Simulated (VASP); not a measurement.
# MnO2 (Pyrolusite) with r2SCAN + rVV10: from relaxation to properties, part 6 of 16

What structure does MnO2 (Pyrolusite) take at this level, and what are its properties? The start is a cell from a database of measured crystal structures.

VASP 6.6.1, plane waves and PAW; the level of theory is named at each step.

So far, gap on the k-mesh (eV): step 2 (magnetic order: ferromagnetic) 0.127; step 3 (magnetic order: antiferromagnetic within the cell) 0.376.

## 6. Magnetic order: antiferromagnetic, q = (1/2, 1/2, 0)

Level of this step: r2SCAN with rVV10, spin-polarised from an antiferromagnetic start; plane waves and PAW (Mn_pv, O) (VASP).

Next, a pattern with opposite moments, which needs a doubled cell; q is given in the reciprocal vectors of the primitive cell.

INCAR

```
SYSTEM = MnO2
PREC = Accurate
ENCUT = 520
EDIFF = 1E-06
NELM = 100
ISMEAR = 0
SIGMA = 0.05
LREAL = .FALSE.
ALGO = Normal
METAGGA = R2SCAN
LUSE_VDW = .TRUE.
IVDW_NL = 2
BPARAM = 11.95
CPARAM = 0.0093
LASPH = .TRUE.
NBANDS = 68
ISPIN = 2
MAGMOM = 4 -4 4 -4 0 0 0 0 0 0 0 0
LMAXMIX = 4
LORBIT = 11
LWAVE = .FALSE.
LCHARG = .FALSE.
KPAR = 8
ISIF = 2
```

POSCAR

```
MnO2
1.0
    8.7966000000      0.0000000000      0.0000000000
    4.3983000000      4.3983000000      0.0000000000
    0.0000000000      0.0000000000      2.8730000000
Mn O
4 8
Direct
    0.0000000000      0.0000000000      0.0000000000
    0.5000000000      0.0000000000      0.0000000000
    0.0000000000      0.5000000000      0.5000000000
    0.5000000000      0.5000000000      0.5000000000
    0.0000000000      0.3051500000      0.0000000000
    0.5000000000      0.3051500000      0.0000000000
    0.6948500000      0.8051500000      0.5000000000
    0.1948500000      0.8051500000      0.5000000000
    0.0000000000      0.6948500000      0.0000000000
    0.5000000000      0.6948500000      0.0000000000
    0.3051500000      0.1948500000      0.5000000000
    0.8051500000      0.1948500000      0.5000000000
```

KPOINTS

```
Automatic mesh
0
Gamma
5 5 8
0 0 0
```

PAW data sets: Mn_pv and O (PBE family, release 64).

The run is started by

```sh
> mpirun -np 8 vasp_std
```

Output:

```text
[... set-up lines as in an earlier step ...]
 entering main loop
       N       E                     dE             d eps       ncg     rms          rms(c)
Total rVV10 correction in eV:      2.4339645   101.4595388
Total rVV10 correction in eV:      2.4339645   101.4595388
Total rVV10 correction in eV:      2.4339645   101.4595388
Total rVV10 correction in eV:      2.4339645   101.4595388
Total rVV10 correction in eV:      2.4339645   101.4595388
Total rVV10 correction in eV:      2.4339645   101.4595388
Total rVV10 correction in eV:      2.4339645   101.4595388
Total rVV10 correction in eV:      2.4339645   101.4595388
DAV:   1     0.142221296297E+04    0.14222E+04   -0.54069E+04 12568   0.183E+03
DAV:   2     0.473396376479E+01   -0.14175E+04   -0.12894E+04 12832   0.557E+02
DAV:   3    -0.179132891612E+03   -0.18387E+03   -0.17579E+03 13004   0.211E+02
DAV:   4    -0.186490881871E+03   -0.73580E+01   -0.73102E+01 13372   0.413E+01
DAV:   5    -0.186586150819E+03   -0.95269E-01   -0.95132E-01 13604   0.516E+00    0.656E+01
Total rVV10 correction in eV:      2.5021152   101.4595396
Total rVV10 correction in eV:      2.5021152   101.4595396
Total rVV10 correction in eV:      2.5021152   101.4595396
Total rVV10 correction in eV:      2.5021152   101.4595396
Total rVV10 correction in eV:      2.5021152   101.4595396
Total rVV10 correction in eV:      2.5021152   101.4595396
Total rVV10 correction in eV:      2.5021152   101.4595396
Total rVV10 correction in eV:      2.5021152   101.4595396
DAV:   6    -0.134632918916E+03    0.51953E+02   -0.14476E+02 14588   0.107E+02    0.573E+01
Total rVV10 correction in eV:      2.5192841   101.4595400
Total rVV10 correction in eV:      2.5192841   101.4595400
Total rVV10 correction in eV:      2.5192841   101.4595400
Total rVV10 correction in eV:      2.5192841   101.4595400
Total rVV10 correction in eV:      2.5192841   101.4595400
Total rVV10 correction in eV:      2.5192841   101.4595400
Total rVV10 correction in eV:      2.5192841   101.4595400
Total rVV10 correction in eV:      2.5192841   101.4595400
DAV:   7    -0.131451573801E+03    0.31813E+01   -0.92912E+01 12488   0.927E+01    0.282E+01
Total rVV10 correction in eV:      2.5369976   101.4595397
Total rVV10 correction in eV:      2.5369976   101.4595397
Total rVV10 correction in eV:      2.5369976   101.4595397
Total rVV10 correction in eV:      2.5369976   101.4595397
Total rVV10 correction in eV:      2.5369976   101.4595397
Total rVV10 correction in eV:      2.5369976   101.4595397
Total rVV10 correction in eV:      2.5369976   101.4595397
Total rVV10 correction in eV:      2.5369976   101.4595397
DAV:   8    -0.128518025462E+03    0.29335E+01   -0.89249E+00 13436   0.234E+01    0.121E+01
Total rVV10 correction in eV:      2.5646502   101.4595397
Total rVV10 correction in eV:      2.5646502   101.4595397
Total rVV10 correction in eV:      2.5646502   101.4595397
Total rVV10 correction in eV:      2.5646502   101.4595397
Total rVV10 correction in eV:      2.5646502   101.4595397
Total rVV10 correction in eV:      2.5646502   101.4595397
Total rVV10 correction in eV:      2.5646502   101.4595397
Total rVV10 correction in eV:      2.5646502   101.4595397
DAV:   9    -0.128300769211E+03    0.21726E+00   -0.24127E+00 15920   0.156E+01    0.616E+00
Total rVV10 correction in eV:      2.5704807   101.4595397
Total rVV10 correction in eV:      2.5704807   101.4595397
Total rVV10 correction in eV:      2.5704807   101.4595397
Total rVV10 correction in eV:      2.5704807   101.4595397
Total rVV10 correction in eV:      2.5704807   101.4595397
Total rVV10 correction in eV:      2.5704807   101.4595397
Total rVV10 correction in eV:      2.5704807   101.4595397
Total rVV10 correction in eV:      2.5704807   101.4595397
DAV:  10    -0.128403163791E+03   -0.10239E+00   -0.75065E-01 12932   0.511E+00    0.307E+00
Total rVV10 correction in eV:      2.5697402   101.4595397
Total rVV10 correction in eV:      2.5697402   101.4595397
Total rVV10 correction in eV:      2.5697402   101.4595397
Total rVV10 correction in eV:      2.5697402   101.4595397
Total rVV10 correction in eV:      2.5697402   101.4595397
Total rVV10 correction in eV:      2.5697402   101.4595397
Total rVV10 correction in eV:      2.5697402   101.4595397
Total rVV10 correction in eV:      2.5697402   101.4595397
DAV:  11    -0.128374386066E+03    0.28778E-01   -0.90706E-02 14952   0.283E+00    0.163E+00
Total rVV10 correction in eV:      2.5697802   101.4595397
Total rVV10 correction in eV:      2.5697802   101.4595397
Total rVV10 correction in eV:      2.5697802   101.4595397
Total rVV10 correction in eV:      2.5697802   101.4595397
Total rVV10 correction in eV:      2.5697802   101.4595397
Total rVV10 correction in eV:      2.5697802   101.4595397
Total rVV10 correction in eV:      2.5697802   101.4595397
Total rVV10 correction in eV:      2.5697802   101.4595397
DAV:  12    -0.128373119833E+03    0.12662E-02   -0.25341E-02 13656   0.166E+00    0.755E-01
Total rVV10 correction in eV:      2.5698934   101.4595397
Total rVV10 correction in eV:      2.5698934   101.4595397
Total rVV10 correction in eV:      2.5698934   101.4595397
Total rVV10 correction in eV:      2.5698934   101.4595397
Total rVV10 correction in eV:      2.5698934   101.4595397
Total rVV10 correction in eV:      2.5698934   101.4595397
Total rVV10 correction in eV:      2.5698934   101.4595397
Total rVV10 correction in eV:      2.5698934   101.4595397
DAV:  13    -0.128372831200E+03    0.28863E-03   -0.40561E-03 12924   0.715E-01    0.325E-01
Total rVV10 correction in eV:      2.5700280   101.4595397
Total rVV10 correction in eV:      2.5700280   101.4595397
Total rVV10 correction in eV:      2.5700280   101.4595397
Total rVV10 correction in eV:      2.5700280   101.4595397
Total rVV10 correction in eV:      2.5700280   101.4595397
Total rVV10 correction in eV:      2.5700280   101.4595397
Total rVV10 correction in eV:      2.5700280   101.4595397
Total rVV10 correction in eV:      2.5700280   101.4595397
DAV:  14    -0.128372571995E+03    0.25920E-03   -0.87863E-04 13608   0.350E-01    0.133E-01
Total rVV10 correction in eV:      2.5705636   101.4595397
Total rVV10 correction in eV:      2.5705636   101.4595397
Total rVV10 correction in eV:      2.5705636   101.4595397
Total rVV10 correction in eV:      2.5705636   101.4595397
Total rVV10 correction in eV:      2.5705636   101.4595397
Total rVV10 correction in eV:      2.5705636   101.4595397
Total rVV10 correction in eV:      2.5705636   101.4595397
Total rVV10 correction in eV:      2.5705636   101.4595397
DAV:  15    -0.128372637622E+03   -0.65627E-04   -0.57269E-04 12948   0.188E-01    0.636E-02
Total rVV10 correction in eV:      2.5705619   101.4595397
Total rVV10 correction in eV:      2.5705619   101.4595397
Total rVV10 correction in eV:      2.5705619   101.4595397
Total rVV10 correction in eV:      2.5705619   101.4595397
Total rVV10 correction in eV:      2.5705619   101.4595397
Total rVV10 correction in eV:      2.5705619   101.4595397
Total rVV10 correction in eV:      2.5705619   101.4595397
Total rVV10 correction in eV:      2.5705619   101.4595397
DAV:  16    -0.128372674672E+03   -0.37050E-04   -0.75571E-05 12956   0.813E-02    0.251E-02
Total rVV10 correction in eV:      2.5705135   101.4595397
Total rVV10 correction in eV:      2.5705135   101.4595397
Total rVV10 correction in eV:      2.5705135   101.4595397
Total rVV10 correction in eV:      2.5705135   101.4595397
Total rVV10 correction in eV:      2.5705135   101.4595397
Total rVV10 correction in eV:      2.5705135   101.4595397
Total rVV10 correction in eV:      2.5705135   101.4595397
Total rVV10 correction in eV:      2.5705135   101.4595397
DAV:  17    -0.128372652947E+03    0.21725E-04   -0.26316E-05 12908   0.322E-02    0.121E-02
Total rVV10 correction in eV:      2.5704984   101.4595397
Total rVV10 correction in eV:      2.5704984   101.4595397
Total rVV10 correction in eV:      2.5704984   101.4595397
Total rVV10 correction in eV:      2.5704984   101.4595397
Total rVV10 correction in eV:      2.5704984   101.4595397
Total rVV10 correction in eV:      2.5704984   101.4595397
Total rVV10 correction in eV:      2.5704984   101.4595397
Total rVV10 correction in eV:      2.5704984   101.4595397
DAV:  18    -0.128372640453E+03    0.12494E-04   -0.16760E-06  8812   0.141E-02    0.502E-03
Total rVV10 correction in eV:      2.5704906   101.4595397
Total rVV10 correction in eV:      2.5704906   101.4595397
Total rVV10 correction in eV:      2.5704906   101.4595397
Total rVV10 correction in eV:      2.5704906   101.4595397
Total rVV10 correction in eV:      2.5704906   101.4595397
Total rVV10 correction in eV:      2.5704906   101.4595397
Total rVV10 correction in eV:      2.5704906   101.4595397
Total rVV10 correction in eV:      2.5704906   101.4595397
DAV:  19    -0.128372643152E+03   -0.26989E-05   -0.54356E-07  6864   0.549E-03    0.193E-03
Total rVV10 correction in eV:      2.5704880   101.4595397
Total rVV10 correction in eV:      2.5704880   101.4595397
Total rVV10 correction in eV:      2.5704880   101.4595397
Total rVV10 correction in eV:      2.5704880   101.4595397
Total rVV10 correction in eV:      2.5704880   101.4595397
Total rVV10 correction in eV:      2.5704880   101.4595397
Total rVV10 correction in eV:      2.5704880   101.4595397
Total rVV10 correction in eV:      2.5704880   101.4595397
DAV:  20    -0.128372644263E+03   -0.11115E-05   -0.21020E-07  6764   0.304E-03    0.121E-03
Total rVV10 correction in eV:      2.5704870   101.4595397
Total rVV10 correction in eV:      2.5704870   101.4595397
Total rVV10 correction in eV:      2.5704870   101.4595397
Total rVV10 correction in eV:      2.5704870   101.4595397
Total rVV10 correction in eV:      2.5704870   101.4595397
Total rVV10 correction in eV:      2.5704870   101.4595397
Total rVV10 correction in eV:      2.5704870   101.4595397
Total rVV10 correction in eV:      2.5704870   101.4595397
DAV:  21    -0.128372644023E+03    0.23971E-06   -0.44607E-08  6744   0.139E-03
Total rVV10 correction in eV:      2.5704817   101.4595397
Total rVV10 correction in eV:      2.5704817   101.4595397
Total rVV10 correction in eV:      2.5704817   101.4595397
Total rVV10 correction in eV:      2.5704817   101.4595397
Total rVV10 correction in eV:      2.5704817   101.4595397
Total rVV10 correction in eV:      2.5704817   101.4595397
Total rVV10 correction in eV:      2.5704817   101.4595397
Total rVV10 correction in eV:      2.5704817   101.4595397
Total rVV10 correction in eV:      2.5704855   101.4595397
Total rVV10 correction in eV:      2.5704855   101.4595397
Total rVV10 correction in eV:      2.5704855   101.4595397
Total rVV10 correction in eV:      2.5704855   101.4595397
Total rVV10 correction in eV:      2.5704855   101.4595397
Total rVV10 correction in eV:      2.5704855   101.4595397
Total rVV10 correction in eV:      2.5704855   101.4595397
Total rVV10 correction in eV:      2.5704855   101.4595397
   1 F= -.12837264E+03 E0= -.12837264E+03  d E =-.600494E-06  mag=     0.0000
```

Elapsed: 8 min, on 8 MPI ranks of Intel Xeon Platinum 8488C (Sapphire Rapids), shared host; peak memory 7.7 GiB.

From OUTCAR (step 6):

```text
   k-points           NKPTS =     45   k-points in BZ     NKDIM =     45   number of bands    NBANDS=     68

   ENCUT  =  520.0 eV  38.22 Ry    6.18 a.u.  16.36 11.57  5.34*2*pi/ulx,y,z

   NELECT =     100.0000    total number of electrons

 E-fermi :   4.8372

 spin component 1
 k-point     1 :       0.0000    0.0000    0.0000
  band No.  band energies     occupation
    ...
     46       3.5106      1.00000
     47       3.9540      1.00000
     48       3.9796      1.00000
     49       4.4918      1.00000
     50       4.7107      0.99983
     51       4.9614      0.00022
     52       5.8523      0.00000
     53       5.9686      0.00000
     54       6.2504      0.00000
     55       6.2973      0.00000
    ...

 k-point     2 :       0.2000    0.0000    0.0000
  band No.  band energies     occupation
    ...
     46       3.3837      1.00000
     47       3.5395      1.00000
     48       4.1110      1.00000
     49       4.4766      1.00000
     50       4.5913      1.00000
     51       5.4911      0.00000
     52       5.8746      0.00000
     53       6.2382      0.00000
     54       6.2503      0.00000
     55       6.4505      0.00000
    ...

  Total       -1.9560112     -1.9560112     -2.1540787      0.8137525      0.0000000      0.0000000
  in kB      -28.1933445    -28.1933445    -31.0482295     11.7291781      0.0000000      0.0000000
  external PRESSURE =     -29.1449728 kB  Pullay stress =       0.0000000 kB

 POSITION                                       TOTAL-FORCE (eV/Angst)
 -----------------------------------------------------------------------------------
      0.00000      0.00000      0.00000         0.000000     -0.000000     -0.000000
      4.39830      0.00000      0.00000         0.000000     -0.000000     -0.000000
      2.19915      2.19915      1.43650         0.000000     -0.000000     -0.000000
      6.59745      2.19915      1.43650         0.000000     -0.000000     -0.000000
      1.34214      1.34214      0.00000         0.018813      0.018813      0.000000
      5.74044      1.34214      0.00000         0.018813      0.018813     -0.000000
      9.65361      3.54129      1.43650         0.084886     -0.084886     -0.000000
      5.25531      3.54129      1.43650         0.084886     -0.084886     -0.000000
      3.05616      3.05616      0.00000        -0.018813     -0.018813     -0.000000
      7.45446      3.05616      0.00000        -0.018813     -0.018813     -0.000000
      3.54129      0.85701      1.43650        -0.084886      0.084886      0.000000
      7.93959      0.85701      1.43650        -0.084886      0.084886     -0.000000
 -----------------------------------------------------------------------------------
    total drift:                               -0.000000     -0.000000      0.000000

  FREE ENERGIE OF THE ION-ELECTRON SYSTEM (eV)
  ---------------------------------------------------
  free  energy   TOTEN  =      -128.3726440234 eV

  energy  without entropy=     -128.3726434229  energy(sigma->0) =     -128.37264372

 magnetization (x)
# of ion       s       p       d       tot
------------------------------------------
    1        0.014   0.027   2.726   2.767
    2       -0.014  -0.027  -2.726  -2.767
    3        0.012   0.023   2.696   2.731
    4       -0.012  -0.023  -2.696  -2.731
    5        0.001   0.054   0.000   0.055
    6       -0.001  -0.054   0.000  -0.055
    7       -0.001  -0.033   0.000  -0.034
    8        0.001   0.033   0.000   0.034
    9        0.001   0.054   0.000   0.055
   10       -0.001  -0.054   0.000  -0.055
   11       -0.001  -0.033   0.000  -0.034
   12        0.001   0.033   0.000   0.034
--------------------------------------------------
tot          0.000   0.000  -0.000  -0.000

[... 2 parts as in an earlier step ...]

[... 13 further parts left out ...]
```

At this level the cell is under a tension of 2.9 GPa, so at these settings it is away from equilibrium.

Numbers from this step:

- irreducible k-points: 45
- free energy (TOTEN): -128.3726 eV
- Fermi energy: 4.837 eV
- pressure: -2.914 GPa
- conduction bottom at k: 0, 0, 0
- gap on the k-mesh: 0.2507 eV
- least direct gap on the k-mesh: 0.2507 eV

Spin moment in the PAW sphere by atom:

```
atom  spin moment in the PAW sphere (μB)
 Mn1                                2.77
 Mn2                               -2.77
 Mn3                                2.73
 Mn4                               -2.73
  O5                                0.06
  O6                               -0.06
  O7                               -0.03
  O8                                0.03
  O9                                0.06
 O10                               -0.06
 O11                               -0.03
 O12                                0.03
```

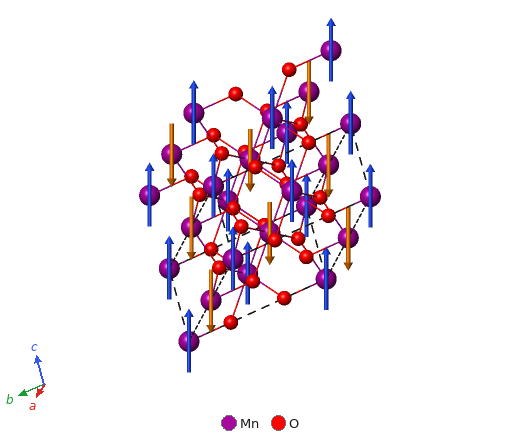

Spin moment in the PAW sphere as arrows, the longest 2.77 μB. Up and down stand for the sign. Arrows give size and sign along the axis of quantisation, drawn up and down the page. The two directions have two colours. 1×1×2 cells are drawn. Some periodic images of atoms are drawn too.

Force by atom:

```csv
atom,x (eV/Å),y (eV/Å),z (eV/Å),size
Mn1,0.000,0.000,0.000,0.000
Mn2,0.000,0.000,0.000,0.000
Mn3,0.000,0.000,0.000,0.000
Mn4,0.000,0.000,0.000,0.000
O5,0.019,0.019,0.000,0.027
O6,0.019,0.019,0.000,0.027
O7,0.085,-0.085,0.000,0.120
O8,0.085,-0.085,0.000,0.120
O9,-0.019,-0.019,0.000,0.027
O10,-0.019,-0.019,0.000,0.027
O11,-0.085,0.085,0.000,0.120
O12,-0.085,0.085,0.000,0.120
```

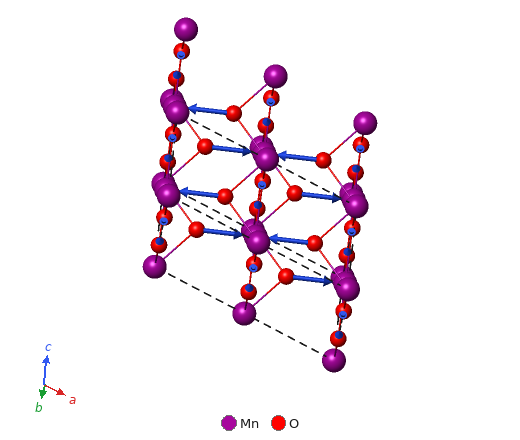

Force as arrows, the longest 0.120 eV/Å. 1×1×2 cells are drawn. Some periodic images of atoms are drawn too.

The energy lies -11.8 meV an atom from the first pattern. The run ends antiferromagnetic with a largest moment of 2.77 μB, and the mesh shows a gap of 0.25 eV.

## 7. The orders side by side

This step: collinear orders at r2SCAN; plane waves and PAW (VASP 6.6.1).

No new run; the numbers come from the runs before.

Patterns, by row:

```csv
start,atoms,energy less that of the first (meV/atom),largest site moment (μB),end state
ferromagnetic,6,0,2.81,ferromagnetic
antiferromagnetic within the cell,6,-17.6,2.71,antiferromagnetic
"antiferromagnetic, q = (0, 0, 1/2)",12,-15.5,2.7,antiferromagnetic
"antiferromagnetic, q = (1/2, 1/2, 1/2)",12,-14.5,2.71,antiferromagnetic
"antiferromagnetic, q = (1/2, 1/2, 0)",12,-11.8,2.77,antiferromagnetic
```

The session goes on in the lowest magnetic state found: antiferromagnetic. The next one lies 2.1 meV an atom higher. Differences this small don't decide the order on unrelaxed cells.

[end of part 6 of 16]

[Lines on the potential files, build, host, timing and source positions are cut from VASP's logs without a mark.]

[Logs are printed without paths, hosts, clocks, repeated set-up lines and the standing remarks that a program may print on its own settings, such as how far it seeks lower states.]

[Hosts, paths, dates, database ids (printed as entryN), source tags and the programs' standing remarks are cut or masked in the printed files.]

[A measured line is paired with the nearest computed mode of its activity, which favours agreement.]

[In band tables of VASP the shares of atoms and orbitals are scaled to a sum of 1 inside the atoms' spheres.]
